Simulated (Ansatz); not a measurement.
**Single-point calculation of Ru$_{3}$**

Ru$_{3}$, multiplicity 3, computed with UKS PBE0-D4/def2-TZVP (Ansatz 0.2.0).

The geometry comes from this level: r2SCAN-D4/def2-TZVP.

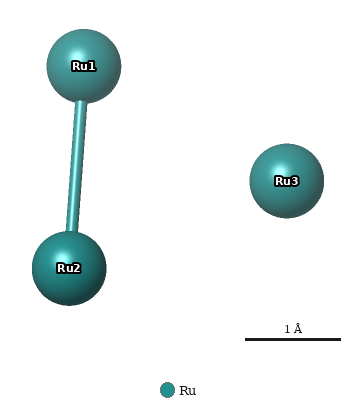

*The structure as given in the input (ball-and-stick view, seen at a tilt; atoms are numbered from 1 in the order of the input). Sticks mark near contacts.*

Bond lengths as drawn: Ru–Ru 2.19 Å.

Input
```yaml
crystal:
  periodic: [false, false, false]
  atoms:
    - {symbol: Ru, position_ang: [-0.384814, -0.095966, -0.004021]}
    - {symbol: Ru, position_ang: [-2.557727, 0.152064, -0.130937]}
    - {symbol: Ru, position_ang: [-1.694559, -2.164198, 0.212059]}
basis:
  gaussian: {orbitals: def2-TZVP, initial_orbitals: start.molden}
magnetization: {spin_polarized: true, initial_magnetization: 2}
hamiltonian: {xc: pbe0, dispersion: d4}
output: {orbitals: {seedname: orbitals}}
```

Hardware: 4 threads of Arm Neoverse V2, 23 GiB of memory available, shared host.

Run as:
```bash
ansatz run in.yaml --threads 4 --pin off --events-out ev --progress --plain --max-ram 3916MiB
```

Log
```
Functional definition: PBE0
  name "PBE0"
  cite "Adamo & Barone, J. Chem. Phys. 110, 6158 (1999) doi:10.1063/1.478522"
  cite "Perdew, Burke & Ernzerhof, Phys. Rev. Lett. 77, 3865 (1996) doi:10.1103/PhysRevLett.77.3865"
  parent pbe
  parameter a = 0.25
  parameter kappa = 0.804
  parameter beta = 0.06672455060314922
  exchange = (1 - a)*pbe_x(kappa = kappa, mu = beta*pi^2/3) + a*exact_x
  correlation = pbe_c(beta = beta)
1134 factors; their error is unknown
mean field evaluation 1: about -7742.5065 eV, gradient 3.5e0 eV
mean field evaluation 2: about -7742.7012 eV, gradient 5.0e-1 eV
mean field evaluation 4: about -7742.7515 eV, gradient 6.9e-2 eV
mean field evaluation 8: about -7742.7516 eV, gradient 1.8e-5 eV
mean field evaluation 16: about -7739.7270 eV, gradient 7.1e0 eV
mean field evaluation 32: about -7742.1060 eV, gradient 2.5e-1 eV
mean field evaluation 64: about -7529.8049 eV, gradient 8.2e1 eV
mean field evaluation 96: about -7607.5690 eV, gradient 1.0e2 eV
mean field evaluation 128: about -7605.5705 eV, gradient 1.0e2 eV
mean field evaluation 160: about -7571.1729 eV, gradient 8.9e1 eV
mean field evaluation 192: about -7572.2970 eV, gradient 9.7e1 eV
mean field evaluation 224: about -7578.4561 eV, gradient 1.0e2 eV
mean field evaluation 256: about -7581.2419 eV, gradient 1.0e2 eV
mean field evaluation 288: about -7722.0330 eV, gradient 8.7e1 eV
mean field evaluation 320: about -7721.3286 eV, gradient 8.4e1 eV
mean field evaluation 352: about -7717.7451 eV, gradient 8.2e1 eV
mean field evaluation 384: about -7715.3579 eV, gradient 7.8e1 eV
mean field evaluation 416: about -7714.9304 eV, gradient 8.3e1 eV
mean field evaluation 448: about -7742.7478 eV, gradient 1.0e-1 eV
mean field evaluation 480: about -7406.1674 eV, gradient 2.3e2 eV
mean field evaluation 512: about -7742.0233 eV, gradient 9.4e-2 eV
mean field evaluation 544: about -7741.7062 eV, gradient 7.9e-1 eV
mean field evaluation 576: about -7742.1103 eV, gradient 7.0e-4 eV
mean field evaluation 608: about -7742.0396 eV, gradient 1.4e-1 eV
mean field evaluation 640: about -7742.1724 eV, gradient 1.2e0 eV
mean field evaluation 672: about -7742.1364 eV, gradient 4.8e-1 eV
mean field evaluation 704: about -7737.5088 eV, gradient 1.3e1 eV
mean field evaluation 736: about -7742.7486 eV, gradient 8.5e-2 eV
mean field evaluation 768: about -7742.0066 eV, gradient 1.9e0 eV
mean field -7742.75164176 eV, -284.5408746091 hartree, gradient 9.0e-6 eV, S^2 4.325306; 22 other end points of the search recorded, 0 dependent functions left out
reference -7742.75167242 eV, -284.5408757358 hartree; 25, 23 occupied and 95, 97 virtual orbitals, 1134 factors
Total energy: -7742.86686989 eV, -284.5451091647 hartree
```

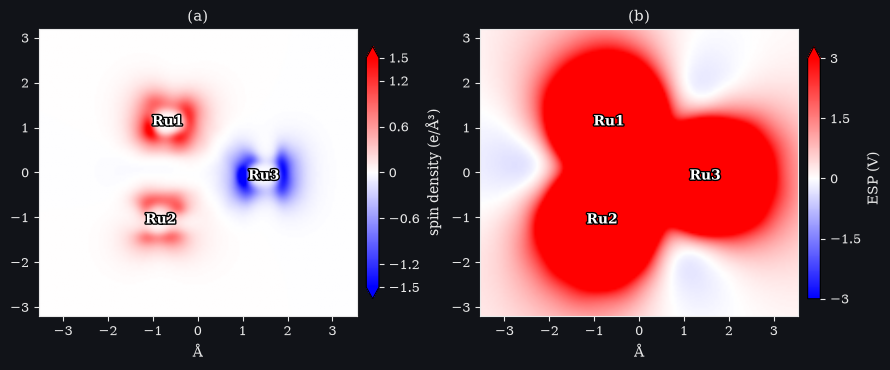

*(a) spin density; (b) molecular electrostatic potential on the molecular plane.*

The unpaired spin (2 electrons) lies mostly on Ru1 (about 2.2) and Ru2 (about 2.2), in electrons by Hirshfeld's partition, with opposite, polarisation-induced spin on Ru3.

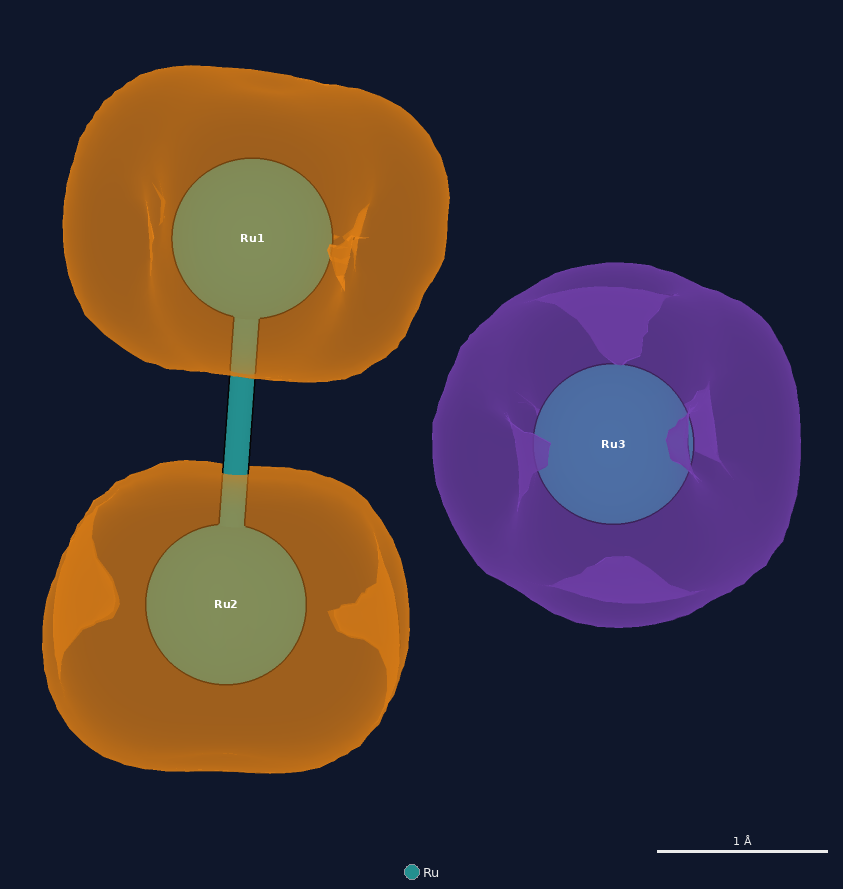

*Isosurfaces of the spin density at +0.1 (orange) and −0.1 e/Å³ (purple), seen face on.*

The unpaired spin (2 electrons) lies mostly on Ru1 (about 2.2) and Ru2 (about 2.2), in electrons by Hirshfeld's partition, with opposite, polarisation-induced spin on Ru3.

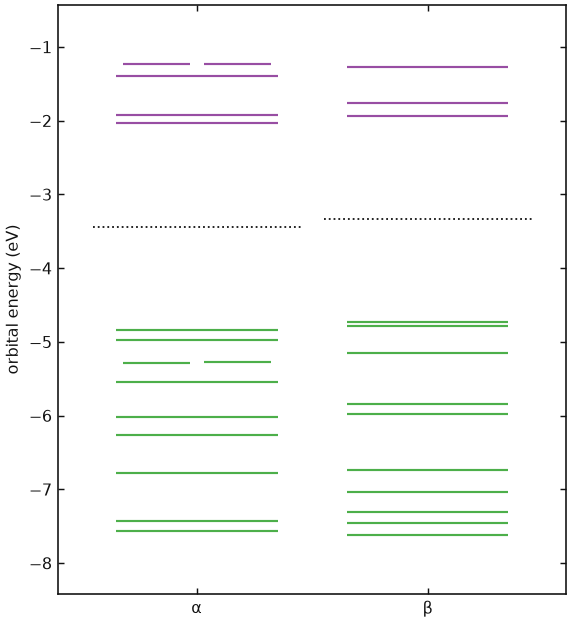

*Orbital energies near the frontier for α and β spins; the dotted line parts filled from empty levels, and levels within 0.02 eV of each other stand side by side.*

α: highest filled −4.84 eV, lowest empty −2.03 eV, 2.81 eV apart; β: highest filled −4.73 eV, lowest empty −1.93 eV, 2.80 eV apart.

Results in brief

- outcome: converged
- total energy: −7742.8669 eV
- mean-field energy: −7742.7517 eV
- dispersion energy: −0.1152 eV
- ⟨S²⟩: 4.325
- SCF solution under orbital rotations: stable
- HOMO (either spin): −4.73 eV
- LUMO (either spin): −2.03 eV
- wall time: 2.9 min (CPU time 11 min)
- peak memory: 0.56 GiB

⟨S²⟩ is 4.33 against 2.00 for a pure state: the solution is spin-contaminated.
